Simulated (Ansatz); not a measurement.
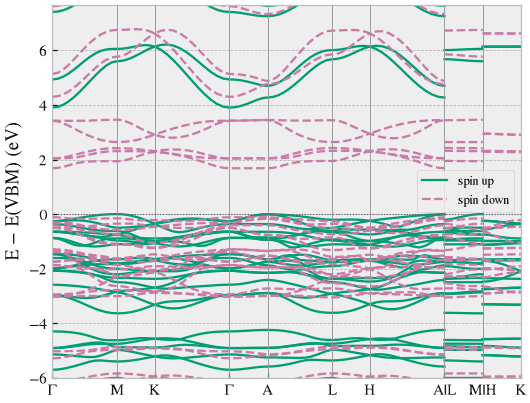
Fig. 1. Band structure from DFT-r²SCAN in the program Ansatz with PAW potentials

The gap is 1.68 eV; an edge lies off the plotted path or next to a special point (maximum at M, minimum on the Γ–A line, 4 % of the way from Γ).

Q: Which compound is it?
A) Ce2SeN2, P-3m1 (Ce on 2d, Se on 1a, N on 2d)
B) RbFeSe2O8, P-3m1 (Pearson symbol hP12)
C) Li4Nb6NiO18, P3 (Pearson symbol hP29)
D) Li3NdAs2, P-3m1 (Li on 1b, Li on 2d, Nd on 1a, As on 2d)

A: B, RbFeSe2O8, P-3m1 (Pearson symbol hP12)

The first step of the workflow began from a Materials Project structure, measured or hypothetical; the Crystallography Open Database copy checked does not list it. Whether it is the stable phase at ambient conditions was not checked. Symmetry was held in the r²SCAN relaxation; whether a distortion lowers the energy is not shown. Spin order of the final state: ferromagnetic, the only order run, not a proven ground state. The cell computed holds one magnetic atom, so no antiferromagnetic order was within reach. Other orbital occupations within this spin state were not tried. No Hubbard U is applied. Spin–orbit coupling is left out wherever it is not named.

Potentials: the later of the program's two PAW sets.
